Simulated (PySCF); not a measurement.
Pb3 (triplet)

The calculation's input:

```
mol = gto.M(atom='''
Pb     1.73372    -0.00003    -0.00000
Pb    -0.86683     1.50146     0.00000
Pb    -0.86689    -1.50143     0.00000''',
    basis={'Pb': 'def2-SVP'},
    ecp={'Pb': 'def2-SVP'},
    charge=0, spin=2)
mf = dft.UKS(mol, xc='R2SCAN')
mf.grids.atom_grid = (75, 302)  # f atoms: at least (60, 302), unpruned
mf = mf.density_fit()  # Pb def2-universal-JKFIT
mf.conv_tol = 1e-09; mf.max_cycle = 55
mf.kernel(dm0)
```

Run with:

```sh
OMP_NUM_THREADS=2 python run.py
```

Core potentials replace the inner electrons of Pb.

The calculation used UKS r2SCAN, Pb def2-SVP with ECP60; non-relativistic Hamiltonian with scalar-relativistic core potentials where named; density fitting in PySCF 2.14.0.

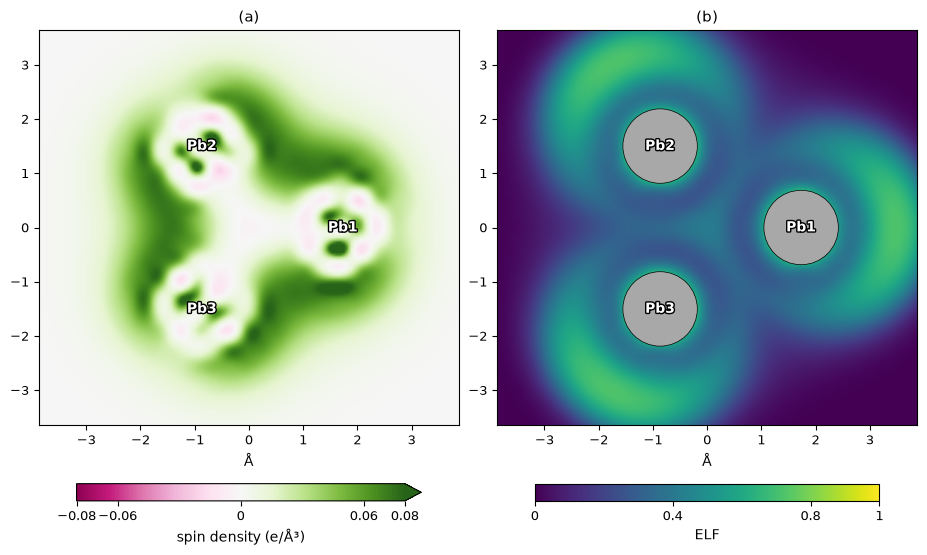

Figure 1. (a) spin density; (b) ELF on the molecular plane. Grey discs cover the atomic cores in the ELF map.

What do the fields say about this system?

The section cuts through Pb sites. Pb–Pb (3.00 Å): the ELF is about 0.35 at the midpoint. The unpaired spin (2 electrons) lies mostly on Pb1 (about 0.7), Pb2 (about 0.7) and Pb3 (about 0.7), in electrons by Hirshfeld's partition.

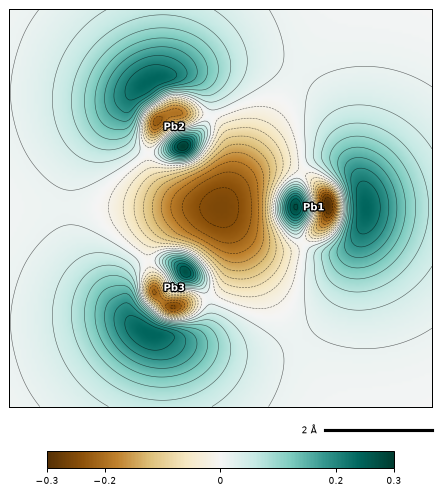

Figure 2. The HOMO−1 (β) on the molecular plane (values in Å⁻³ᐟ²; the overall sign is arbitrary).

Where does this orbital lie, and at what energy?

It lies mainly on Pb1 (about 35 %), Pb2 (about 35 %) and Pb3 (about 35 %); it is symmetric in the molecular plane (an in-plane orbital: σ, lone-pair or in-plane π type). Its energy is −4.82 eV.
